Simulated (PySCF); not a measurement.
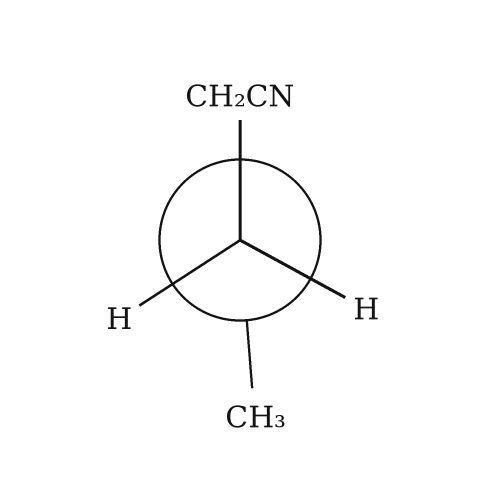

A Newman projection along the C–S bond, carbon in front; angles are drawn as computed, but eclipsed bonds slightly apart. Geometry: a frame of a GFN2-xTB molecular-dynamics simulation, not a minimum.

### Which molecule is it?

C4H7NS, CSCCC#N

### What is the torsion angle from the front CH2CN to the back CH3? The sign is positive where the front bond must turn clockwise to cover the back bond.

175°, antiperiplanar (anti).
